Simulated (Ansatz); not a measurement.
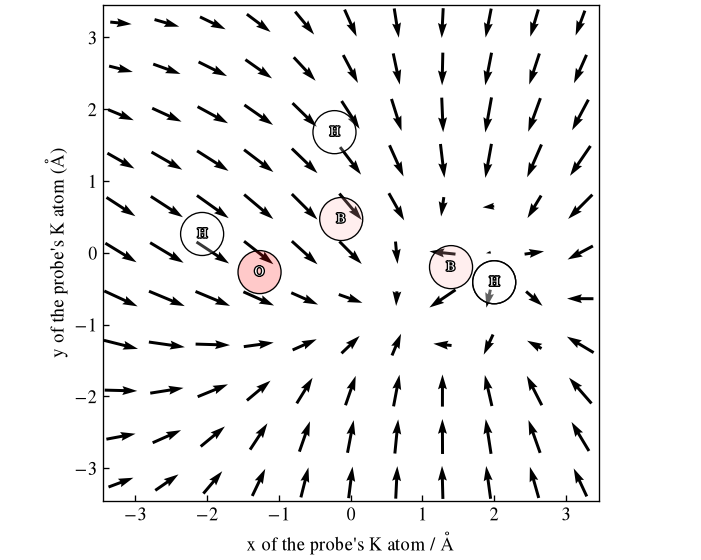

B₂H₄O (SMILES BBO) with the probe K+. The probe is moved over a plane parallel to the molecule's main plane, 3.72 Å above it. Coordinates scanned: (1) x of the probe's K atom; (2) y of the probe's K atom. Nothing is relaxed (molecule and probe rigid). The scan uses an 11 × 11 grid. Points are written as (first, second). All numbers below come from RKS PBE0-D4/def2-TZVP (Ansatz).

The picture shows arrows along the force (downhill), their lengths compressed, labelled circles for the molecule's atoms, projected on the plane.

Q: The arrows alone are given. Where is the energy lowest?

A: The arrows converge at about (0.58 Å, −0.79 Å) (read from the interpolated surface).

The energy map of the same scan:

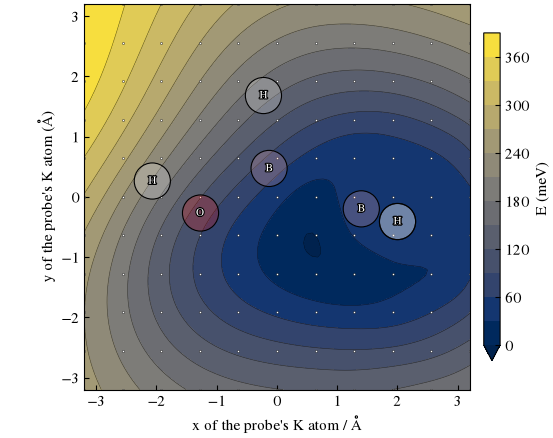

Energies are in meV, from the lowest grid point; between grid points the surface is interpolated.
